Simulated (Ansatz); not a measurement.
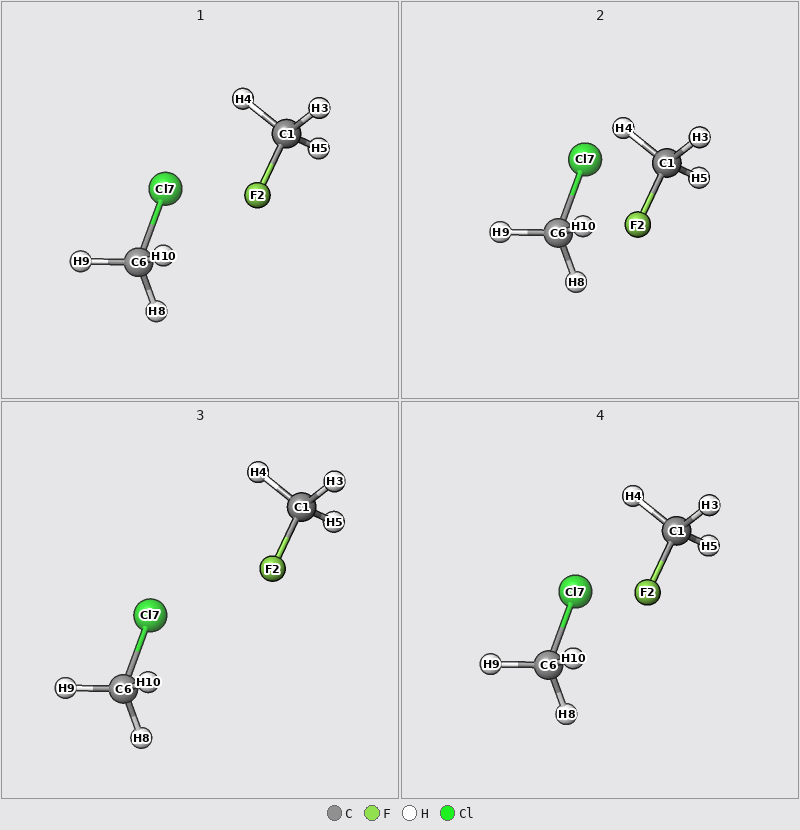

The pair CH₃F···CH₃Cl. 
- First axis: separation of Cl7 and C1 along their line in the relaxed pair. Second axis: sideways slip of C1, F2, H3, H4, H5.
- Nothing is relaxed (both partners rigid).
- Grid: 9 × 9 points.
- Points are written as (first, second).
- All energies are given in cm⁻¹ relative to the two partners far apart, frozen as in the relaxed pair, each in its own basis (no counterpoise correction).
- All numbers below come from RKS B3LYP-D4/def2-SVPD (Ansatz).

The numbered pictures are structures from this grid.

### Rank them by energy, lowest first.

4, at (3.725 Å, 0.00 Å): −1118 cm⁻¹; 2, at (4.052 Å, 1.65 Å): −683 cm⁻¹; 1, at (4.804 Å, 0.55 Å): −468 cm⁻¹; 3, at (5.223 Å, −0.55 Å): −276 cm⁻¹.

The map, with the structures marked:

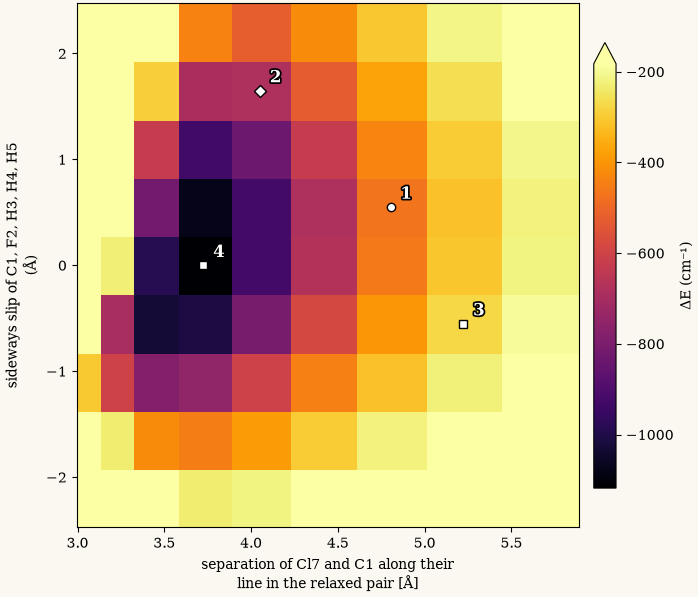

The picture shows one coloured cell a grid point, one colour for all values above the top of the scale.
